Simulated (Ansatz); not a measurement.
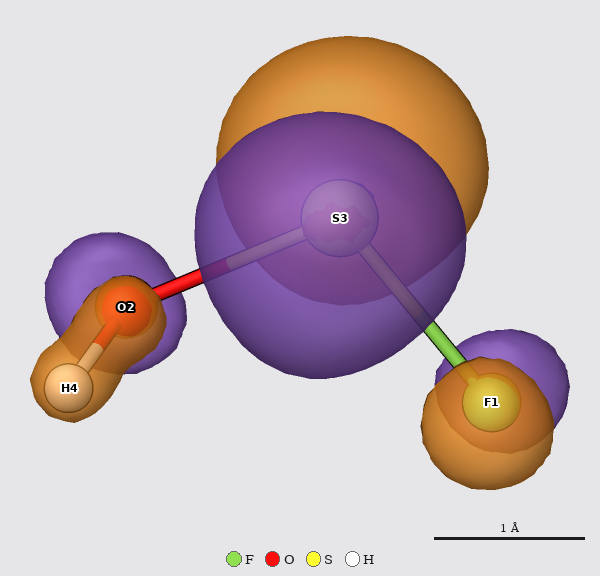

The picture shows: FHOS (SMILES OSF). The HOMO at ±0.2 Å⁻³ᐟ² (orange and purple are the two phases), seen across its widest extent.

Geometry: PBE0-D3(BJ)/def2-SVP.

All numbers below come from isolated molecule in a Gaussian basis; Kohn-Sham density functional theory, functional PBE0 (Ansatz 0.2.0).

Question: What is the character of this orbital?

Answer: By Hirshfeld shares it lies mainly on S3 (about 75 %), F1 (about 10 %) and O2 (about 10 %); largely a lone pair of S3. Its energy is −7.01 eV.
